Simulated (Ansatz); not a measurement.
**NH₃+ (quartet): trial inputs and their diagnosis**

4 inputs are run for NH₃+ (quartet) as typed; the log has to tell whether the result can be used and what must change.

The runs use Ansatz 0.2.0, Gaussian basis; the settings change from run to run.

11 further runs of the same task are left out: 2 that didn't finish, 9 set aside as unsound or not needed.

### Step 1. The geometry

The geometry is a PBE0/def2-TZVP stationary point (not a proven minimum) of the parent state, kept for this charge and spin.

4 atoms, charge 1, spin multiplicity 4.

Atoms are counted from 1 here; the program's logs count them from 0.

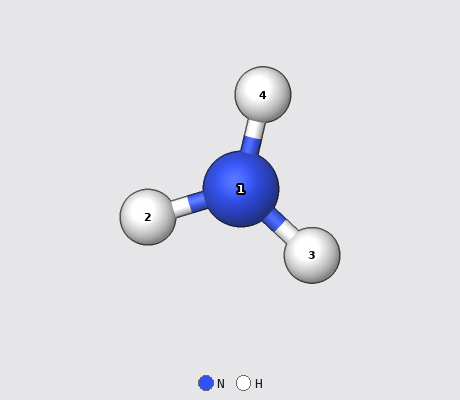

The geometry (nitrogen blue, hydrogen white); atoms are numbered from 1 in the order of the file.

### Step 2. Try 1

Input file in.yaml:

```yaml
crystal:
  periodic: [false, false, false]
  atoms:
    - {symbol: N, position_ang: [0.000000, 0.000000, 0.000000]}
    - {symbol: H, position_ang: [1.024021, 0.013755, -0.000070]}
    - {symbol: H, position_ang: [-0.523923, 0.879946, -0.002762]}
    - {symbol: H, position_ang: [-0.500098, -0.893701, 0.002832]}
basis:
  gaussian: {orbitals: 6-31G}
total_charge: 1
magnetization: {spin_polarized: false, initial_magnetization: 3}
hamiltonian: {xc: {name: B3LYP}}
correlation: {method: ccsdt_q, electrons: outside_noble_gas}
accuracy: high
multiplicity: 3
output: {forces: true}
```

The run is started by

```sh
$ ansatz run in.yaml --threads 1 --pin off --events-out ev --progress --plain --max-ram 2393MiB
```

The program printed:

```text
Error: YAML parse error: error: line 15 column 1: unknown field `multiplicity`, expected one of crystal, accuracy, basis, kpoints, hamiltonian, magnetization, projection, total_charge, correlation, batch, efield, external_charges, scf, relax, neb, saddle, md, ramp, phonons, dielectric, real_time, elastic, magnetic_configurations, gw, evaluate, workflow, output, checkpoint, execution
  --> <input>:15:1
   |
13 | correlation: {method: ccsdt_q, electrons: outside_noble_gas}
14 | accuracy: high
15 | multiplicity: 3
   | ^ unknown field `multiplicity`, expected one of crystal, accuracy, basis, kpoints, hamiltonian, magnetization, projection, total_charge, correlation, batch, efield, external_charges, scf, relax, neb, saddle, md, ramp, phonons, dielectric, real_time, elastic, magnetic_configurations, gw, evaluate, workflow, output, checkpoint, execution
16 | output: {forces: true}
   |
```

It took 0.03 s on 1 thread of Intel Xeon Platinum 8259CL at 2.50GHz, shared host.

What is wrong: The run was refused. The input holds a key that the program doesn't read here. Fix: remove it or spell it as the reference does.

### Step 3. Try 2

Input file in.yaml:

```yaml
crystal:
  periodic: [false, false, false]
  atoms:
    - {symbol: N, position_ang: [0.000000, 0.000000, 0.000000]}
    - {symbol: H, position_ang: [1.024021, 0.013755, -0.000070]}
    - {symbol: H, position_ang: [-0.523923, 0.879946, -0.002762]}
    - {symbol: H, position_ang: [-0.500098, -0.893701, 0.002832]}
basis:
  gaussian: {orbitals: def2-mTZVP}
total_charge: 1
magnetization: {spin_polarized: false, initial_magnetization: 3}
hamiltonian: {pseudopotentials: {relativity: scalar}}
correlation: {method: qcisd_t, electrons: outside_noble_gas}
output: {forces: true}
```

The command is unchanged.

The program printed:

```text
Error: YAML parse error: error: line 13 column 23: unknown variant `qcisd_t`, expected one of mp2, rpa, ccsd, ccsd_t, bccd, bccd_t, ccsdt, ccsdt_q, ccsdt_q_b, ccsdtq, fci, sc_nevpt2, fic_nevpt4_sd, fic_mrcisd_q, fic_mrcisd_q_relaxed
  --> <input>:13:23
   |
11 | magnetization: {spin_polarized: false, initial_magnetization: 3}
12 | hamiltonian: {pseudopotentials: {relativity: scalar}}
13 | correlation: {method: qcisd_t, electrons: outside_noble_gas}
   |                       ^ unknown variant `qcisd_t`, expected one of mp2, rpa, ccsd, ccsd_t, bccd, bccd_t, ccsdt, ccsdt_q, ccsdt_q_b, ccsdtq, fci, sc_nevpt2, fic_nevpt4_sd, fic_mrcisd_q, fic_mrcisd_q_relaxed
14 | output: {forces: true}
   |
```

It took 0.03 s on 1 thread of Intel Xeon Platinum 8259CL at 2.50GHz, shared host.

What is wrong: The run was refused. The method's name isn't one that the program knows. To mend it, name one from the list in the message.

### Step 4. Try 3

Input file in.yaml:

```yaml
crystal:
  periodic: [false, false, false]
  atoms:
    - {symbol: N, position_ang: [0.000000, 0.000000, 0.000000]}
    - {symbol: H, position_ang: [1.024021, 0.013755, -0.000070]}
    - {symbol: H, position_ang: [-0.523923, 0.879946, -0.002762]}
    - {symbol: H, position_ang: [-0.500098, -0.893701, 0.002832]}
basis:
  gaussian: {orbitals: STO-3G}
total_charge: 1
magnetization: {spin_polarized: false, initial_magnetization: 11}
correlation: {method: mp2, electrons: valence}
accuracy: high
scf: {lower_state_search: light}
output: {forces: true}
```

Launched as before.

The program printed:

```text
Error: a molecule whose nuclei and cores have a total charge of 10 cannot have a net charge of 1 together with 11 unpaired electrons
```

It took 0.03 s on 1 thread of Intel Xeon Platinum 8259CL at 2.50GHz, shared host.

Diagnosis: The run was refused. Far too many unpaired electrons are asked for. To mend it, set initial_magnetization to that of the wanted state.

### Step 5. Try 4

Input file in.yaml:

```yaml
crystal:
  periodic: [false, false, false]
  atoms:
    - {symbol: N, position_ang: [0.000000, 0.000000, 0.000000]}
    - {symbol: H, position_ang: [1.024021, 0.013755, -0.000070]}
    - {symbol: H, position_ang: [-0.523923, 0.879946, -0.002762]}
    - {symbol: H, position_ang: [-0.500098, -0.893701, 0.002832]}
basis:
  gaussian: {orbitals: aug-cc-pVDZ}
total_charge: 1
magnetization: {spin_polarized: false, initial_magnetization: 3}
correlation: {active_space: {window: {electrons: 5, orbitals: 5}, states: [{multiplicity: 4, weights: [1, 1]}], root: 2}}
```

Launched as before.

The program printed:

```text
Error: the active space averages no state 2, counted from zero
```

Run time: 0.03 s. Hardware: 1 thread of Intel Xeon Platinum 8259CL at 2.50GHz, shared host.

**Diagnosis.** The run was refused. The root asked for lies beyond the states averaged. To mend it, average more states or name a lower root.

### Step 6. Summary

```
try                    level    ended                                                     cause    time
  1           CCSDT(Q)/6-31G  refused  the input holds a key that the program doesn't read here  0.03 s
  2     'qcisd_t'/def2-mTZVP  refused        the method's name isn't one that the program knows  0.03 s
  3       MP2 on ROHF/STO-3G  refused             far too many unpaired electrons are asked for  0.03 s
  4  CASSCF(5,5)/aug-cc-pVDZ  refused        the root asked for lies beyond the states averaged  0.03 s
```

4 refused.
